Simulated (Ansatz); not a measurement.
# RPA@PBE0/cc-pVDZ run of C3H6F2 (1,3-difluoropropane)

Aim: the energy change on altering one bond length of C3H6F2 (1,3-difluoropropane) at RPA@PBE0/cc-pVDZ, from 2 runs. 

The results are computed with Ansatz 0.2.0.

49 further runs of the same task are left out: 49 set aside as unsound or not needed.

**1. Starting point**

The species is C3H6F2 (11 atoms), meant as a singlet with charge 0. As SMILES, `FCCCF`. Geometry: relaxed at PBE0-D4/def2-TZVP. This is one conformer, not always the lowest.

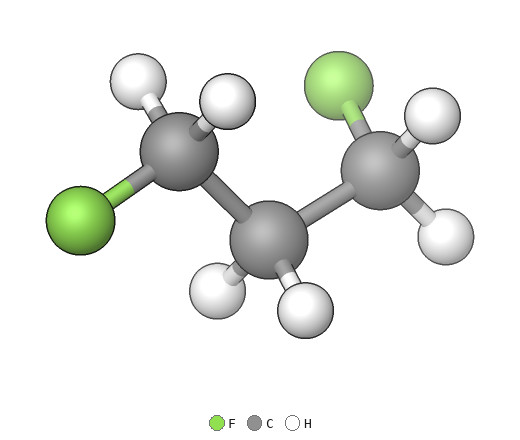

Viewed from a chosen angle; fluorine green, carbon grey, hydrogen white.

**2. A single-point energy at RPA@PBE0/cc-pVDZ**

Contents of in.yaml:

```yaml
crystal:
  periodic: [false, false, false]
  atoms:
    - {symbol: F, position_ang: [-1.964400, 1.432700, -0.107100]}
    - {symbol: C, position_ang: [-0.715300, 1.000700, 0.300600]}
    - {symbol: C, position_ang: [-0.375000, -0.298800, -0.387800]}
    - {symbol: C, position_ang: [0.967500, -0.838200, 0.034700]}
    - {symbol: F, position_ang: [1.975600, 0.040200, -0.331200]}
    - {symbol: H, position_ang: [-0.744500, 0.875300, 1.388600]}
    - {symbol: H, position_ang: [0.008000, 1.781800, 0.054100]}
    - {symbol: H, position_ang: [-0.388200, -0.154300, -1.471600]}
    - {symbol: H, position_ang: [-1.138100, -1.046200, -0.147100]}
    - {symbol: H, position_ang: [1.026200, -0.968100, 1.120800]}
    - {symbol: H, position_ang: [1.173400, -1.798000, -0.445900]}
basis:
  gaussian:
    orbitals: cc-pVDZ
hamiltonian:
  xc: pbe0
correlation:
  method: rpa
  frozen_orbitals: {C: 1, F: 1, H: 0}
accuracy: high
```

Started as:

```
$ ansatz run in.yaml --threads 1 --pin off --max-ram 3480MiB --events-out events.jsonl --progress --plain --runs-dir runs
```

Output:

```text
Warning: RAYON_NUM_THREADS=1 ignored (pool sized by the plan → 1); use --threads N
Functional definition: PBE0
  name "PBE0"
  parameter a = 0.25
  parameter kappa = 0.804
  parameter beta = 0.06672455060314922
  exchange = (1 - a)*pbe_x(kappa = kappa, mu = beta*pi^2/3) + a*exact_x
  correlation = pbe_c(beta = beta)
2402 factors; integrals over basis functions are off by at most 3.6e-9 eV
mean field evaluation 1: about -8630.1096 eV, gradient 3.9e1 eV
mean field evaluation 2: about -8630.3967 eV, gradient 3.9e1 eV
mean field evaluation 4: about -8633.6762 eV, gradient 2.7e0 eV
mean field evaluation 8: about -8633.6945 eV, gradient 3.5e-1 eV
mean field evaluation 16: about -8633.6947 eV, gradient 3.1e-5 eV
mean field -8633.69472898 eV, -317.2824291616 hartree, gradient 3.1e-8 eV, S^2 0.000000; 0 other end points of the search recorded, 0 dependent functions left out
5 core orbitals not correlated: weight in the atoms' cores, before any rotation towards them, 1.000 or more for the frozen orbitals, at most 0.000 for the correlated occupied ones
reference -8597.70795831 eV, -315.9599397320 hartree; 16, 16 occupied and 79, 79 virtual orbitals, 2402 factors
Total energy: -8628.58770897 eV, -317.0947496379 hartree
```

Wall time 17 s (1 thread of Arm Neoverse V1, shared host); peak memory 0.41 GiB.

**3. The distorted shape at the same level**

Contents of in.yaml:

```yaml
crystal:
  periodic: [false, false, false]
  atoms:
    - {symbol: F, position_ang: [-2.015456, 1.627666, -0.003818]}
    - {symbol: C, position_ang: [-0.766356, 1.195666, 0.403882]}
    - {symbol: C, position_ang: [-0.375000, -0.298800, -0.387800]}
    - {symbol: C, position_ang: [0.967500, -0.838200, 0.034700]}
    - {symbol: F, position_ang: [1.975600, 0.040200, -0.331200]}
    - {symbol: H, position_ang: [-0.795556, 1.070266, 1.491882]}
    - {symbol: H, position_ang: [-0.043056, 1.976766, 0.157382]}
    - {symbol: H, position_ang: [-0.388200, -0.154300, -1.471600]}
    - {symbol: H, position_ang: [-1.138100, -1.046200, -0.147100]}
    - {symbol: H, position_ang: [1.026200, -0.968100, 1.120800]}
    - {symbol: H, position_ang: [1.173400, -1.798000, -0.445900]}
basis:
  gaussian:
    orbitals: cc-pVDZ
hamiltonian:
  xc: pbe0
correlation:
  method: rpa
  frozen_orbitals: {C: 1, F: 1, H: 0}
accuracy: high
```

Started as:

```
$ ansatz run in.yaml --threads 1 --pin off --max-ram 3480MiB --events-out events.jsonl --progress --plain --runs-dir runs
```

Output (excerpt; [...] marks lines left out):

```text
Warning: RAYON_NUM_THREADS=1 ignored (pool sized by the plan → 1); use --threads N
[... 2 set-up lines as earlier in the session ...]
[...]
2395 factors; integrals over basis functions are off by at most 3.5e-9 eV
[...]
mean field -8633.18145268 eV, -317.2635666054 hartree, gradient 5.2e-8 eV, S^2 0.000000; 0 other end points of the search recorded, 0 dependent functions left out
5 core orbitals not correlated: weight in the atoms' cores, before any rotation towards them, 1.000 or more for the frozen orbitals, at most 0.000 for the correlated occupied ones
reference -8597.13973895 eV, -315.9390580560 hartree; 16, 16 occupied and 79, 79 virtual orbitals, 2395 factors
Total energy: -8628.13972592 eV, -317.0782865644 hartree
```

It took 17 s on 1 thread of Arm Neoverse V1, shared host; peak memory 0.41 GiB.

**4. What came out**

Level: RPA@PBE0/cc-pVDZ, 5 core orbitals frozen.

| quantity | value |
| --- | --- |
| first shape: total energy | -317.09475 Eh |
| first shape: RPA correlation energy (valence) | -1134.8 mEh |
| distorted shape: total energy | -317.07829 Eh |
| distorted shape: RPA correlation energy (valence) | -1139.2 mEh |
| energy change with the C2–C3 bond stretched from 1.509 to 1.736 Å | 0.448 eV |

In words: With the C2–C3 bond stretched from 1.509 to 1.736 Å the energy rises by 0.45 eV (43.2 kJ/mol). The first shape isn't relaxed at this level, so the change isn't measured from a minimum.
